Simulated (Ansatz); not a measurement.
**Band gap of La2O3 (P-3m1) from density functionals to GW**

Wanted: a ladder of band gaps for La2O3 (P-3m1), from density functionals to G0W0.

Main program and level: Ansatz 0.2.0; density functionals, hybrids and G0W0, plane waves, PAW.

## 1. The structure

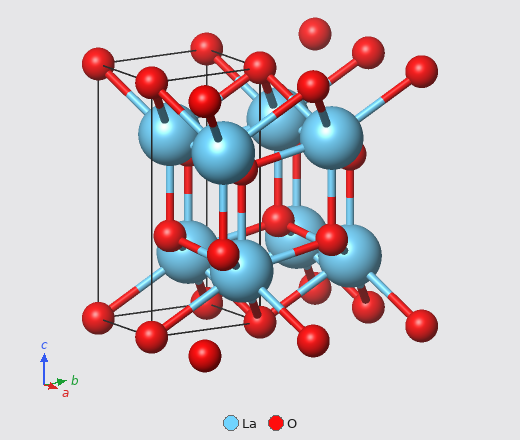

The starting structure, seen slightly off an axis (lanthanum blue, oxygen red). 2×2×1 cells are drawn. Bonds to atoms that aren't drawn are left out. Some periodic images of atoms are drawn too.

As a file:

```cif
data_structure
_symmetry_space_group_name_H-M 'P 1'
_symmetry_Int_Tables_number 1
_cell_length_a 3.9308
_cell_length_b 3.9308
_cell_length_c 6.1120
_cell_angle_alpha 90.000
_cell_angle_beta 90.000
_cell_angle_gamma 120.000
_cell_volume 81.78
loop_
_atom_site_label
_atom_site_type_symbol
_atom_site_fract_x
_atom_site_fract_y
_atom_site_fract_z
_atom_site_occupancy
La1 La 0.66667 0.33333 0.75376 1
La2 La 0.33333 0.66667 0.24624 1
O3 O 0.66667 0.33333 0.35411 1
O4 O 0.33333 0.66667 0.64589 1
O5 O 0.00000 0.00000 0.00000 1
```

The cell and positions are those that the Materials Project relaxed with its own functionals (PBE, PBE+U or r2SCAN), kept fixed. Spin-orbit coupling is left out unless a step names it. The default PAW set here is soft_2. Its files were made with PBE.

## 2. LDA on the 12×12×4 mesh

This step: DFT, LDA, plane waves, PAW.

The input, input.yaml:

```yaml
crystal:
  lattice:
    - [3.930777878, 0.0, 0.0]
    - [-1.965388939, 3.404153499, 0.0]
    - [0.0, 0.0, 6.11195352]
  atoms:
    - { symbol: La, position: [0.66666667, 0.33333333, 0.75376432] }
    - { symbol: La, position: [0.33333333, 0.66666667, 0.24623568] }
    - { symbol: O, position: [0.66666667, 0.33333333, 0.35410935] }
    - { symbol: O, position: [0.33333333, 0.66666667, 0.64589065] }
    - { symbol: O, position: [0.0, 0.0, 0.0] }
kpoints:
  mp_grid: { grid: [12, 12, 4] }
  band_path:
    path:
      - [0.0, 0.0, 0.0]
      - [0.5, 0.0, 0.0]
      - [0.3333333333, 0.3333333333, 0.0]
      - [0.0, 0.0, 0.5]
      - [0.5, 0.0, 0.5]
      - [0.3333333333, 0.3333333333, 0.5]
    npoints: 1
hamiltonian:
  xc: lda
scf:
  occupations: { method: fixed }
  n_extra_bands: 5
output:
  forces: true
  stress: true
  eigenvalues: true
```

Run with:

```sh
$ ansatz run input.yaml --threads 3 --pin off --max-ram 64512MiB --backend cuda --events-out ev --progress --plain --runs-dir out --devices 1 --max-vram 24GiB  # rebuilt from the run's record
```

Numbers of over 12 decimals in the logs are rounded to 6 here.

What it wrote:

```text
scf.n_extra_bands = 5 over 20 filled bands (N_el = 40.0): the run solves 25 bands
GPUs: using 1 of 1 available (devices: 1).
Engine: ansatz 0.2.0, x86_64-unknown-linux-gnu
Pseudopotentials: kind: paw
Pseudopotential: La, paw, valence charge 11, recommended cutoff 420 eV (normal), La.paw.azcp
Pseudopotential: O, paw, valence charge 6, recommended cutoff 420 eV (normal), O.paw.azcp
Functional definition: SPW92
  exchange = slater_x
  correlation = pw_c
device memory: the entry about to start is reckoned to put 3.0 GiB on a device that reports 67.1 GiB free (of which the cap on the GPU budget leaves the run 24.0 GiB)
GPU FFT provider: cuFFT
GPU libraries: cuBLAS 13.8.2, cuFFT 12.4.0, cuSOLVER 12.3.4
Crystal: 5 atoms, lattice volume = 81.784 Å³
Basis set: ecut = 420 eV, 1641 PW (Γ)
Bands: 25, of which v1, the nominal top of the filled ones, is band 20 counted from 1 (19 counted from 0)
Symmetry: 12 space group operations
Space group: P-3m1 (ITA 164), of the structure as read, at distance tolerance 4.3e-5 Å
k-points: 69 of 576
Non-local potential: La, projectors of the file, l = 0: 3, l = 1: 2, l = 2: 2, l = 3: 3
Non-local potential: O, projectors of the file, l = 0: 2, l = 1: 2, l = 2: 1
PAW form: soft (Blöchl's): semilocal exchange-correlation on the pseudo side does not see the compensation charge
PAW frozen core: La, regenerated for the run's functional, and the local potential with it (the file was generated under x = pbe(κ = 0.804, μ = 0.219515), c = pbe(β = 0.066725))
PAW frozen core: O, regenerated for the run's functional, and the local potential with it (the file was generated under x = pbe(κ = 0.804, μ = 0.219515), c = pbe(β = 0.066725))
PAW one-centre angular grid: La, 590 points (default); XC on 64 Gauss nodes
PAW one-centre angular grid: O, 110 points (default); XC on 64 Gauss nodes
Initial density: superposition of atomic densities (neutral atoms: chi_scale 0, normalization atom), corrected by the library's trained network
Initial wavefunctions: pseudopotential atomic-orbital guess
GPU buffer pool allocated for 32805 grid points (all kernels)
GPU transforms: local potential and band sums: pruned to the plane-wave sphere, on 25×27×45
Functional: x = slater, c = lda
SCF iter   1: F=—  HF=-13827.929135 eV  |F-HF|=—  |Δ(HF+E_count)|=         —  Δρ=1.60e-2  dr2=2.09e-1  ethr=1.77e-3  ⟨swp⟩=4.8  Hψ=7408  notcnv=0  defer=148
preconditioner: auto → Resta (q_TF=auto, 2.422 Å⁻¹)  ε∞=5.1  [insulator: Δε(μ)=3.549 eV  Ē_g=12.185 eV  n_scr=22 (ndim 8)  ℏωp=24.6 eV  f_vac=0.023  ε∞_Penn≈5.1]
SCF iter   2: F=—  HF=-13827.892258 eV  |F-HF|=—  |Δ(HF+E_count)|=   3.69e-2  Δρ=7.16e-3  dr2=2.55e-2  ethr=5.22e-4  ⟨swp⟩=3.3  Hψ=3909  notcnv=0  defer=148
SCF iter   3: F=—  HF=-13827.886467 eV  |F-HF|=—  |Δ(HF+E_count)|=   5.79e-3  Δρ=2.09e-3  dr2=2.23e-3  ethr=6.37e-5  ⟨swp⟩=3.0  Hψ=2903  notcnv=0  defer=202
SCF iter   4: F=—  HF=-13827.886161 eV  |F-HF|=—  |Δ(HF+E_count)|=   3.06e-4  Δρ=1.12e-3  dr2=9.87e-4  ethr=5.58e-6  ⟨swp⟩=2.0  Hψ=3011  notcnv=0  defer=200
SCF iter   5: F=—  HF=-13827.885979 eV  |F-HF|=—  |Δ(HF+E_count)|=   1.82e-4  Δρ=1.72e-4  dr2=2.89e-5  ethr=2.47e-6  ⟨swp⟩=2.0  Hψ=2377  notcnv=0  defer=185
SCF iter   6: F=—  HF=-13827.886008 eV  |F-HF|=—  |Δ(HF+E_count)|=   2.94e-5  Δρ=5.72e-5  dr2=3.00e-6  ethr=7.22e-8  ⟨swp⟩=2.6  Hψ=3001  notcnv=0  defer=139
SCF iter   7: F=—  HF=-13827.886009 eV  |F-HF|=—  |Δ(HF+E_count)|=   5.72e-7  Δρ=1.14e-5  dr2=1.57e-7  ethr=7.50e-9  ⟨swp⟩=2.3  Hψ=2542  notcnv=0  defer=141
SCF iter   8: F=-13827.886009 eV  HF=-13827.886009 eV  |F-HF|=4.02e-9  |Δ(HF+E_count)|=   5.73e-8  Δρ=2.88e-6  dr2=9.32e-9  ethr=2.50e-10  ⟨swp⟩=14.2  Hψ=9551  notcnv=0
SCF 1 converged in 8 iterations: F = -13827.886009 eV  dr2 = 9.32e-9
[...]
device memory: the entry about to start is reckoned to put 1.1 GiB on a device that reports 65.7 GiB free (of which the cap on the GPU budget leaves the run 24.0 GiB)
NSCF: frozen V_eff on 6 k-points
SCF converged after 8 iterations
Free energy (F): -13827.886009 eV
Harris-Foulkes:  -13827.886009 eV  (|F-HF|=4.02e-9)
Internal energy: -13827.886009 eV  (E = F + TS)
E sigma→0 (E₀):  -13827.886009 eV
Fermi energy:    9.319971 eV
--- Per-component energies (eV) ---
  E_band       = -18.818558
  E_kinetic    = 907.397547
  E_local      = -1537.231347  (includes V_loc(G=0)·N_el)
  E_nonlocal   = 349.754912
  E_hartree    = 542.182560
  E_xc         = -496.557876
  E_vxc        = -577.549001  (∫ρ·V_xc dr)
  E_paw        = -10929.932871  (= ΣΔE_a)
  E_vpaw       = -245.564186  (= ΣTr[D̂ρ^β])
  E_aug_tail   = 0.007316  (compensation charges beyond the density's cutoff)
  E_ewald      = -2664.442448
  E_core_change = 0.936197  (= ΣΔE_core)
  E_smearing   = -0.000000  (= −TS)
  E_closure    = 0.000000  (closes the sum)
  Σ components = -13827.886009   (vs F -13827.886009, Δ=0.00e0)
--- Forces (eV/Å), atoms counted from 1 ---
  atom   1  La    -0.00000000    -0.00000000    -0.16997412
  atom   2  La     0.00000000     0.00000000     0.16997412
  atom   3  O      0.00000000     0.00000000     0.01619086
  atom   4  O      0.00000000    -0.00000000    -0.01619086
  atom   5  O      0.00000000    -0.00000000     0.00000000
  max |Σ_I F_I| component: 3.67e-17 eV/Å
--- Stress (GPa, compression-positive) ---
       -6.528191      -0.000000      -0.000000
       -0.000000      -6.528191      -0.000000
       -0.000000       0.000000      -5.934762
  P = ⅓ Tr σ = -6.3304 GPa (-63.304 kbar)
--- Band table (eV; the first three rows and the last of 69) ---
  k-point 0: bands = [... 16 lower, 7.6130, 8.9238, 8.9238, 9.1941, 13.4487, 13.8237, 13.8237, 14.3511, ... 1 higher]
  k-point 1: bands = [... 16 lower, 7.9938, 8.8842, 8.9705, 8.9705, 13.6168, 13.8899, 13.8899, 14.3915, ... 1 higher]
  k-point 2: bands = [... 16 lower, 8.2891, 8.4905, 9.0235, 9.0235, 13.8734, 13.9504, 13.9504, 14.1693, ... 1 higher]
  k-point 68: bands = [... 16 lower, 8.7315, 9.0370, 9.0370, 9.1115, 13.4413, 14.0687, 14.1389, 14.1389, ... 1 higher]
```

It took 3.5 s on 1 × NVIDIA H100 80GB HBM3 (shared by 3 runs) with 3 threads of AMD EPYC 7R13 (Zen 3), shared host; peak memory 0.97 GiB.

Reading the cycles: dr2 is the Hartree energy of the density residual (eV), the measure of convergence; HF is the Harris–Foulkes estimate of the energy, which meets the free energy F at convergence.

Numbers from this step:

```yaml
pressure: -6.330 GPa
gap: 3.731 eV
valence_top_at: k = (0.250, 0.250, -0.500)
conduction_bottom_at: K
least_direct_gap: 3.824 eV
```

Over mesh and listed points the gap is 3.731 eV, from k = (0.250, 0.250, -0.500) to k = (0.333, 0.333, 0.000). The least direct gap found is 3.824 eV, at k = (0.333, 0.333, 0.000). The pressure in this cell is -6 GPa; the cell is kept.

## 3. PBE on the 12×12×4 mesh

Levels along a band path and on the mesh show where this functional puts the band edges.

This step: DFT, PBE, plane waves, PAW.

input.yaml, as its differences from that of step 2:

```diff
@@ -15,13 +15,10 @@
     path:
-      - [0.0, 0.0, 0.0]
-      - [0.5, 0.0, 0.0]
-      - [0.3333333333, 0.3333333333, 0.0]
-      - [0.0, 0.0, 0.5]
-      - [0.5, 0.0, 0.5]
-      - [0.3333333333, 0.3333333333, 0.5]
-    npoints: 1
+      - [[0.0, 0.0, 0.0], [0.499999999999, 1.330060521968e-12, 0.0], [0.3333333333327, 0.3333333333353, 0.0], [0.0, 0.0, 0.0], [0.0, 0.0, 0.5], [0.499999999999, 1.330060521968e-12, 0.5], [0.3333333333327, 0.3333333333353, 0.5], [0.0, 0.0, 0.5]]
+      - [[0.499999999999, 1.330060521968e-12, 0.5], [0.499999999999, 1.330060521968e-12, 0.0]]
+      - [[0.3333333333327, 0.3333333333353, 0.5], [0.3333333333327, 0.3333333333353, 0.0]]
+    npoints: 10
 hamiltonian:
-  xc: lda
+  xc: pbe
 scf:
-  occupations: { method: fixed }
+  occupations: { method: fermi_dirac, width: 0.02 }
   n_extra_bands: 5
@@ -31 +28,5 @@
   eigenvalues: true
+  write_density: true
+  write_potential: true
+  elf: true
+  volumetric_format: npy
```

What it wrote:

```text
[...]
GPUs: using 1 of 1 available (devices: 1).
[...]
GPU FFT provider: cuFFT
GPU libraries: cuBLAS 13.8.2, cuFFT 12.4.0, cuSOLVER 12.3.4
Crystal: 5 atoms, lattice volume = 81.784 Å³
Basis set: ecut = 420 eV, 1641 PW (Γ), exchange–correlation on 54×54×90 points (8 copies of the dense FFT grid, shifted against one another)
Bands: 25, of which v1, the nominal top of the filled ones, is band 20 counted from 1 (19 counted from 0)
Symmetry: 12 space group operations
[...]
k-points: 69 of 576
[...]
GPU buffer pool allocated for 32805 grid points (all kernels)
[...]
SCF iter   1: F=—  HF=-14212.058490 eV  |F-HF|=—  |Δ(HF+E_count)|=         —  Δρ=2.32e-3  dr2=4.53e-3  ethr=1.77e-3  ⟨swp⟩=6.1  Hψ=8221  notcnv=0
[...]
--- Forces (eV/Å), atoms counted from 1 ---
  atom   1  La     0.00000000    -0.00000000     0.01608148
  atom   2  La    -0.00000000     0.00000000    -0.01608148
  atom   3  O     -0.00000000     0.00000000    -0.00712314
  atom   4  O      0.00000000    -0.00000000     0.00712314
  atom   5  O      0.00000000     0.00000000     0.00000000
  max |Σ_I F_I| component: 5.78e-19 eV/Å
--- Stress (GPa, compression-positive) ---
        1.806202      -0.000000      -0.000000
       -0.000000       1.806202       0.000000
       -0.000000       0.000000       2.072363
  P = ⅓ Tr σ = 1.8949 GPa (18.949 kbar)
--- Band table (eV; the first three rows and the last of 69) ---
  k-point 0: bands = [... 16 lower, 8.0512, 9.3278, 9.3278, 9.5904, 13.9924, 14.2808, 14.2808, 14.8588, ... 1 higher]
  k-point 1: bands = [... 16 lower, 8.4163, 9.2947, 9.3731, 9.3731, 14.1283, 14.3412, 14.3412, 14.8332, ... 1 higher]
  k-point 2: bands = [... 16 lower, 8.6997, 8.9252, 9.4245, 9.4245, 14.3519, 14.3960, 14.3960, 14.6287, ... 1 higher]
  k-point 68: bands = [... 16 lower, 9.1507, 9.4341, 9.4341, 9.4832, 13.9464, 14.5203, 14.5811, 14.5811, ... 1 higher]
[key lines of the parts left out:]
SCF converged after 7 iterations
Free energy (F): -14212.060109 eV
Fermi energy:    11.643797 eV
```

It took 11 s on 1 × NVIDIA H100 80GB HBM3 (shared by 3 runs) with 3 threads; peak memory 1 GiB; 7.1 s of CPU time.

This step gave:

- pressure: 1.895 GPa
- filled bands: 20
- gap: 3.841 eV
- valence top at: L
- conduction bottom at: M
- least direct gap: 3.966 eV

Over mesh and path the gap is 3.841 eV, from k = (0.500, 0.000, 0.500) to k = (0.500, 0.000, 0.000). The least direct gap found is 3.966 eV, at k = (0.333, 0.333, 0.000). PBE against LDA: 3.841 − 3.731 = +0.110 eV. Mesh, set of files and cutoff are the same, but the valence top and conduction bottom lie at other k points, so this need not be the shift of one pair of states.

## 4. PBE+SOC on the 12×12×4 mesh

This run has two-component orbitals with spin-orbit coupling.

This step: DFT, PBE with spin-orbit coupling, plane waves, PAW.

input.yaml, the sections that differ from step 3:

```yaml
kpoints:
  mp_grid: { grid: [12, 12, 4] }
  band_path:
    path:
      - [0.0, 0.0, 0.0]
      - [0.5, 0.0, 0.0]
      - [0.3333333333, 0.3333333333, 0.0]
      - [0.0, 0.0, 0.5]
      - [0.5, 0.0, 0.5]
      - [0.3333333333, 0.3333333333, 0.5]
    npoints: 1
scf:
  occupations: { method: fixed }
  n_extra_bands: 10
magnetization:
  noncollinear: true
  spin_orbit: true
output:
  forces: true
  stress: true
  eigenvalues: true
# crystal, hamiltonian: as in step 3
```

What it wrote:

```text
[...]
GPUs: using 1 of 1 available (devices: 1).
[...]
non-collinear run that drives no moment, with spin-orbit: no starting moment large enough to seed its density (crystal.atoms[].spin), no starting occupations that ask for one, no magnetisation constraint and no magnetic field, so the semilocal B_xc is pinned to zero
[...]
k-point 1: bands = [... 36 lower, 9.3485, 9.3485, 9.4175, 9.4175, 14.1412, 14.1412, 14.3425, 14.3425, ... 6 higher]
  k-point 2: bands = [... 36 lower, 9.3740, 9.3740, 9.4784, 9.4784, 14.3659, 14.3659, 14.4038, 14.4038, ... 6 higher]
  k-point 68: bands = [... 36 lower, 9.4370, 9.4370, 9.5374, 9.5374, 13.9542, 13.9542, 14.5204, 14.5204, ... 6 higher]
[key lines of the parts left out:]
SCF converged after 9 iterations
Magnetization: |M| = 0.0000 μB,  M = (+0.0000, +0.0000, +0.0000) μB
Free energy (F): -14222.695085 eV
Fermi energy:    9.731596 eV
P = ⅓ Tr σ = 1.8714 GPa (18.714 kbar)
```

Wall time 6.6 s (1 × NVIDIA H100 80GB HBM3 (shared by 3 runs) with 3 threads); peak memory 1 GiB; 11 s of CPU time.

Numbers from this step:

```yaml
pressure: 1.871 GPa
gap: 3.828 eV
valence_top_at: L
conduction_bottom_at: M
least_direct_gap: 3.955 eV
```

Over mesh and listed points the gap is 3.828 eV, from k = (0.500, 0.000, 0.500) to k = (0.500, 0.000, 0.000). The least direct gap found is 3.955 eV, at k = (0.333, 0.333, 0.000). PBE+SOC against PBE: 3.828 − 3.841 = −0.013 eV, with the same mesh, set of files (read in its fully relativistic form for the spin-orbit run) and cutoff, and both edges at the same k points. The spin-orbit run sees mesh and listed points alone, so its gap is an upper bound: the coupling can move an edge off these points, and the change over the zone, its sign included where it is small, is not known.

## 5. r2SCAN on the 12×12×4 mesh

r2SCAN is a meta-GGA: it depends on the kinetic-energy density as well as on the density and its gradient.

This step: DFT, r2SCAN, plane waves, PAW.

input.yaml, as its differences from that of step 4:

```diff
@@ -23,9 +23,6 @@
 hamiltonian:
-  xc: pbe
+  xc: r2scan
 scf:
   occupations: { method: fixed }
-  n_extra_bands: 10
-magnetization:
-  noncollinear: true
-  spin_orbit: true
+  n_extra_bands: 5
 output:
```

What it wrote:

```text
[...]
GPUs: using 1 of 1 available (devices: 1).
[...]
GPU FFT provider: cuFFT
GPU libraries: cuBLAS 13.8.2, cuFFT 12.4.0, cuSOLVER 12.3.4
Crystal: 5 atoms, lattice volume = 81.784 Å³
Basis set: ecut = 500 eV, 2057 PW (Γ), exchange–correlation on 120×120×180 points (64 copies of the dense FFT grid, shifted against one another)
[...]
k-point 0: bands = [... 16 lower, 7.7980, 9.0618, 9.0618, 9.3240, 14.2135, 14.5501, 14.5501, 15.2048, ... 1 higher]
  k-point 1: bands = [... 16 lower, 8.1535, 9.0394, 9.1094, 9.1094, 14.3682, 14.6256, 14.6256, 15.2060, ... 1 higher]
  k-point 2: bands = [... 16 lower, 8.4437, 8.6758, 9.1631, 9.1631, 14.6421, 14.6965, 14.6965, 14.9471, ... 1 higher]
  k-point 68: bands = [... 16 lower, 8.8911, 9.1699, 9.1699, 9.2121, 14.1017, 14.7848, 14.9368, 14.9368, ... 1 higher]
[key lines of the parts left out:]
SCF converged after 9 iterations
Free energy (F): -14245.715747 eV
Fermi energy:    9.455886 eV
P = ⅓ Tr σ = 0.6347 GPa (6.347 kbar)
```

It took 4 s on 1 × NVIDIA H100 80GB HBM3 (shared by 3 runs) with 3 threads; peak memory 1 GiB; 5.2 s of CPU time.

This step gave:

```yaml
pressure: 0.6347 GPa
gap: 4.223 eV
valence_top_at: L
conduction_bottom_at: K
least_direct_gap: 4.344 eV
```

Over mesh and listed points the gap is 4.223 eV, from k = (0.500, 0.000, 0.500) to k = (0.333, 0.333, 0.000). The least direct gap found is 4.344 eV, at k = (0.333, 0.333, 0.000). r2SCAN against PBE: 4.223 − 3.841 = +0.382 eV. The runs also differ in plane-wave cutoff (420 eV and 500 eV), and the conduction bottom lies at another k point, so how much of this comes from the functional alone is not known.

## 6. HSE06 on the 6×6×2 mesh

HSE06 mixes in a quarter of exact exchange at short range.

This step: DFT, HSE06, plane waves, PAW.

input.yaml, as its differences from that of step 5:

```diff
@@ -12,3 +12,3 @@
 kpoints:
-  mp_grid: { grid: [12, 12, 4] }
+  mp_grid: { grid: [6, 6, 2] }
   band_path:
@@ -23,3 +23,3 @@
 hamiltonian:
-  xc: r2scan
+  xc: hse06
 scf:
```

What it wrote:

```text
[...]
--- Band table (eV; the first three rows and the last of 14) ---
  k-point 0: bands = [... 16 lower, 6.9685, 8.3704, 8.3704, 8.6661, 14.8405, 15.0018, 15.0018, 15.4961, ... 1 higher]
  k-point 1: bands = [... 16 lower, 7.7231, 7.9241, 8.4681, 8.4681, 15.4017, 15.4017, 15.7040, 15.8046, ... 1 higher]
  k-point 2: bands = [... 16 lower, 7.5733, 7.9985, 8.3546, 8.5670, 14.8353, 15.2248, 15.3184, 15.7442, ... 1 higher]
  k-point 13: bands = [... 16 lower, 8.1338, 8.4638, 8.4638, 8.5341, 14.6471, 15.4086, 16.0338, 16.0338, ... 1 higher]
[key lines of the parts left out:]
Free energy (F): -14220.589339 eV
Fermi energy:    8.770829 eV
P = ⅓ Tr σ = -0.5909 GPa (-5.909 kbar)
```

Wall time 51 s (1 × NVIDIA H100 80GB HBM3 (shared by 3 runs) with 3 threads); peak memory 2.1 GiB; 68 s of CPU time.

Numbers from this step:

- gap: 5.286 eV
- valence top at: L
- conduction bottom at: K
- least direct gap: 5.414 eV
- exact-exchange fraction: 0.25

Over mesh and listed points the gap is 5.286 eV, from k = (0.500, 0.000, 0.500) to k = (0.333, 0.333, 0.000). The least direct gap found is 5.414 eV, at k = (0.333, 0.333, 0.000). HSE06 against PBE: 5.286 − 3.841 = +1.445 eV. The runs also differ in mesh (12×12×4 and 6×6×2), and the conduction bottom lies at another k point, so how much of this comes from the functional alone is not known. The program's warnings for this run: stress exchange threshold loose; stress scf threshold loose.

(Continued in part 2 of 2.)

[Paths, hosts, dates, memory and timing lines, banners, echoed tables and standing remarks are left out of the program output.]

[Logs are printed without paths, hosts, clocks, repeated set-up lines and the standing remarks that a program may print on its own settings, such as how far it seeks lower states.]

[Runs of the session that timed out or met a known fault of the program may be left out.]

[Cells called generated may have been cut or substituted from an entry of the Crystallography Open Database or the Materials Project.]

[Hosts, paths, dates, database ids (printed as entryN), source tags and the programs' standing remarks are cut or masked in the printed files.]

[Where an RPA ε∞ is given, it is that of the G0W0 mesh and is not shown converged in it. Names of k-points follow the symmetry that the program found, which can be lower than the space group named. Band edges on a path are those of the sampled points; other points can move an edge, and change direct to indirect where valleys lie close.]

[Hybrid gaps are those of their k-mesh and are not shown converged in it.]
